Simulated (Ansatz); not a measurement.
The figure comes from a scan of WSe$_{2}$ (2H-MoS2 type, space group P6_3/mmc): one Se atom of a 6-atom cell moves by u along (0.71, 0.71, 0.00) and v along (0.00, 0.00, 1.00). Method: r2SCAN+rVV10 (plane waves to 500 eV, PAW, scalar-relativistic; Ansatz, a program for electronic structure). k mesh 9×9×2 (Γ-centred), Fermi-Dirac smearing 0.05 eV. Energies are smeared free energies. Points where atoms come too close for the PAW data are left out (x in tables, blank in figures). As the smearing reaches across the gap at some points, energies and forces of such displacements shift with the k mesh and the smearing. Spin-orbit coupling is left out, though W is heavy. WSe2 is run without spin polarisation. WSe2 was relaxed with its symmetry unable to fall. ΔE is measured from the undisplaced structure. Axes are in Å.

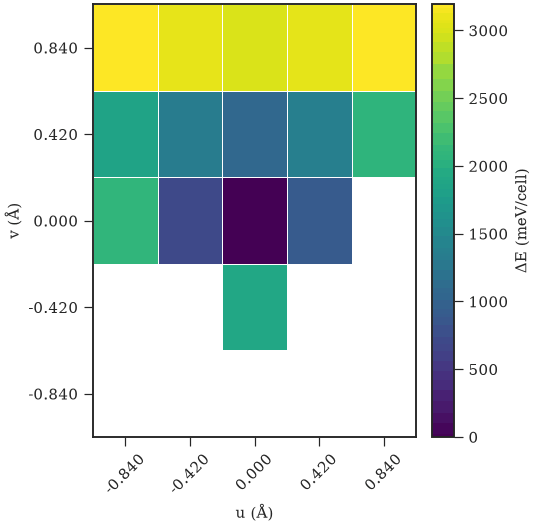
Figure: ΔE (meV/cell), one tile a computed point.

Question: List the plotted points as numbers.

Answer: To the nearest 500:

ΔE (meV/cell), with u across and v down:

```csv
v \ u,-0.840,-0.420,0.000,0.420,0.840
-0.840,x,x,x,x,x
-0.420,x,x,2000,x,x
0.000,2000,500,0,1000,x
0.420,2000,1500,1000,1500,2000
0.840,3000,3000,3000,3000,3000
```

(A displaced cell: forces are minus the slopes of the energy, force constants its curvatures, and phonons follow from these.)
